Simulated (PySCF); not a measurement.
C3H6BF3, SMILES BCCC(F)(F)F at its GFN2-xTB optimised geometry (Å):

```
13

B      1.7284     0.4395    -1.3549
C      0.1665     0.3683    -1.2363
C     -0.3893    -0.3453     0.0000
C     -1.9034    -0.3453     0.0000
F     -2.4194     0.8948     0.0000
F     -2.4194    -0.9686    -1.0722
F     -2.4138    -0.9655     1.0783
H      2.1926     0.9686    -2.2858
H      2.4194    -0.0210    -0.5341
H     -0.2362     1.3860    -1.2661
H     -0.2384    -0.1128    -2.1325
H     -0.0635     0.1499     0.9159
H     -0.0636    -1.3860     0.0295
```

Level of theory: PBE0/def2-TZVP (PySCF 2.14.0). Cells within 0.4 Å of a nucleus heavier than hydrogen are left out (blank, or x).

Map of the log10 of the electron density (e/bohr³), floored at −4 on the plane z = 1.0 Å:

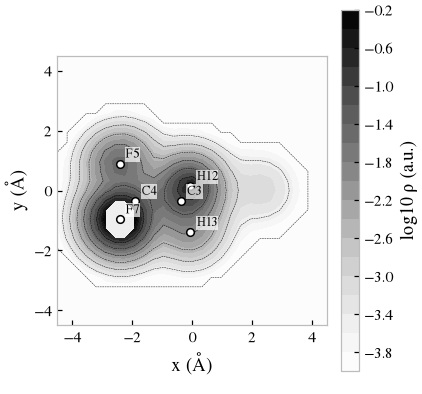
Fig. 1. Log10 of the electron density (e/bohr³), floored at −4 on the plane z = 1.0 Å.
